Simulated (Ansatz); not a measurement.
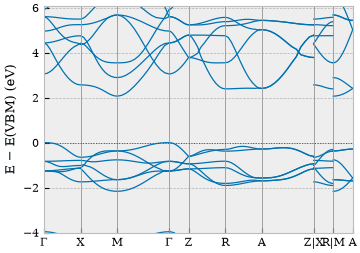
Band structure from PBE (plane waves, PAW; program Ansatz)

### Question
Read off the gap and where the band edges lie.

### Answer
About 2.1 eV (2.07 eV by a search for the band edges); maximum at Γ, minimum at M.

The material is TlBr in space group P4_2/mmc (No. 131; Tl on 2c, Br on 2e).

A made-up cell: these elements were put on the sites of a structure type; neither database checked (COD, Materials Project) lists it. COD files the formula under space group No. 221, so this cell is another polymorph or a model. Whether it is the stable phase at ambient conditions was not checked. Symmetry was held in the PBE relaxation; its stability against distortions is not shown here. Scalar-relativistic: spin–orbit coupling is off unless named, which matters more the heavier the elements.

Potentials: the later of the program's two PAW sets.
